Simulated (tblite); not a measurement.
# C6H13BN2: the cost of one run

The runs use tblite 0.8.0 and PySCF 2.14.0, with density-fitted response routines of our own; the level of theory stands in each step. All values are computed, except where a source is named. Atoms are numbered from 0 throughout.

### Step 1. Starting geometry

22 atoms, charge 0, multiplicity 1; geometry from: force field or distance geometry start.

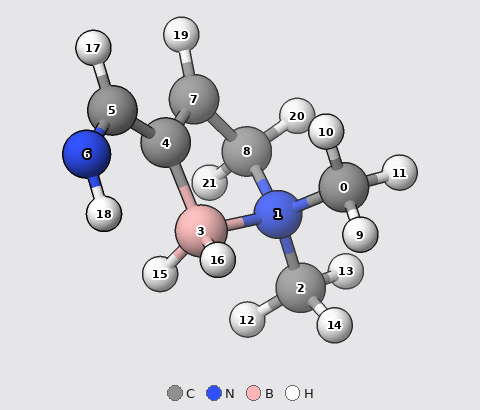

The starting geometry (carbon grey, nitrogen blue, boron pink, hydrogen white), atoms numbered.

### Step 2. Geometry optimisation with GFN2-xTB

Job settings and geometry (Å):

```
{"job": {"kind": "relax", "xc": "GFN2-xTB", "basis": "xTB"}, "charge": 0, "multiplicity": 1}
C     -1.188900     1.273500    -0.433400
N     -0.913100    -0.082200    -0.092900
C     -1.961100    -0.925800    -0.591700
B      0.427100    -0.551600    -0.675600
C      1.426700     0.007400     0.399300
C      2.823500     0.335900     0.241200
N      3.432300     0.180300    -0.870000
C      0.759900     0.160800     1.528100
C     -0.652200    -0.275000     1.332700
H     -1.265400     1.381400    -1.531600
H     -0.360800     1.937600    -0.087000
H     -2.148900     1.643700     0.020600
H     -1.667600    -1.988300    -0.590000
H     -2.868400    -0.739600     0.021100
H     -2.188800    -0.527700    -1.633300
H      0.372100    -1.738300    -0.674100
H      0.615700    -0.097400    -1.752400
H      3.374800     0.716200     1.081300
H      2.917900    -0.188800    -1.673600
H      1.155700     0.536500     2.484000
H     -1.357500     0.318200     1.962800
H     -0.743400    -1.357500     1.533500
```

Started as:

```bash
> OMP_NUM_THREADS=1 python probes_run.py task.json out
```

One launch serves the whole session: the jobs run in the order shown.

**Question.** How long does this first job take on 1 thread of Intel Xeon at 2.50GHz, shared host?

About 2 s.
